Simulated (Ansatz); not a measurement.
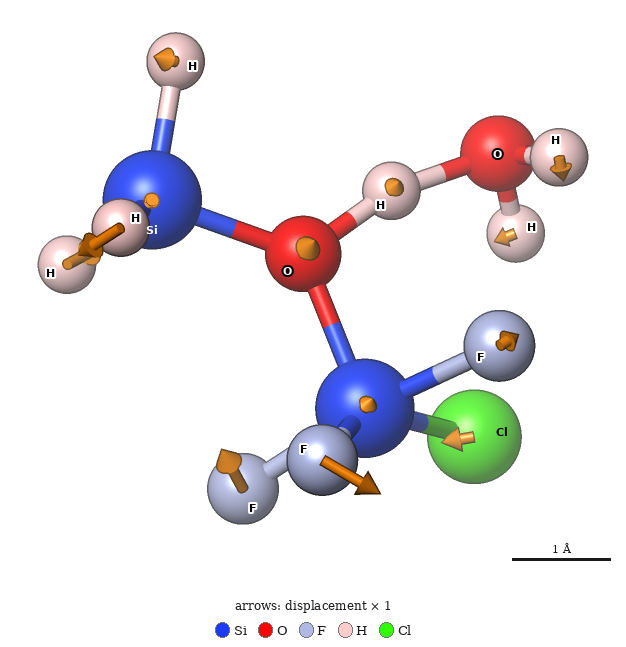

A constrained relaxation of Si2H6O2ClF3. The starting structure is drawn; orange arrows show the displacements, at their true length. The two geometries are superimposed by the best rigid fit.

A ball-and-stick model, seen at a tilt.

The reaction that was planned forms Si1–Cl8, H7–O10, O2–H9 and breaks Si1–O2, H7–Cl8, H9–O10 (atoms numbered from 1 in input order).

The calculation used RKS PBE0-D4/def2-SVP in Ansatz 0.2.0. Settings: held fixed: the distance between atoms 1 (Si) and 8 (Cl), the distance between atoms 7 (H) and 10 (O), the distance between atoms 2 (O) and 9 (H), the distance between atoms 1 (Si) and 2 (O), the distance between atoms 7 (H) and 8 (Cl), the distance between atoms 9 (H) and 10 (O), counting from 1; force threshold 0.04 eV/Å; at most 150 steps.

### What happened in the run?

Over 9 geometry steps the energy falls by 33.4 kJ/mol. Largest force component: 0.8 eV/Å at the start, 0.018 eV/Å at the end. The largest move after the best rigid fit is that of an F atom, 0.70 Å. By element the largest moves are F 0.70 Å, H 0.66 Å, O 0.37 Å, Cl 0.35 Å, Si 0.21 Å. Among the contacts that change: O–Si 1.662 → 1.733 Å, F–Si 1.633 → 1.668 Å, H–Si 1.463 → 1.490 Å, F–Si 1.669 → 1.681 Å. Among the angles between lasting bonds that change: F–Si–Cl 148.9° → 125.2°, O–Si–F 109.5° → 129.4°, O–Si–F 97.1° → 87.7°. The run took about 13 s of wall time on a shared GPU.
